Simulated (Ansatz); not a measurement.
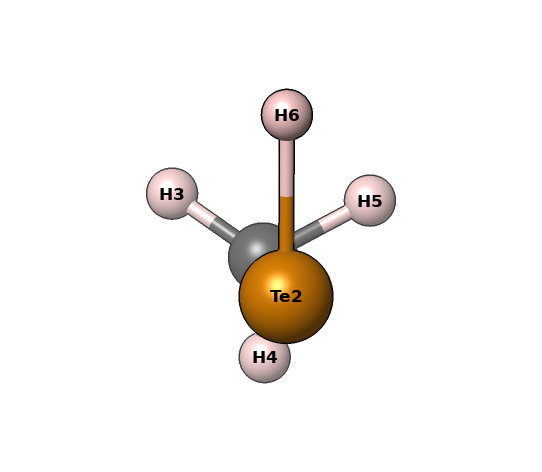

Figure made from data computed with Ansatz.

C1 lies behind Te2. The molecule seen nearly along the Te2–C1 bond, Te2 in front. Atoms fade into the background with distance from the viewer. Geometry: atoms displaced at random (about 0.07 Å) from a stationary point of GFN2-xTB.

Q: What is the torsion angle H6–Te2–C1–H3? The sign is positive where the front bond must turn clockwise to cover the back bond.

A: −56°, synclinal (gauche).
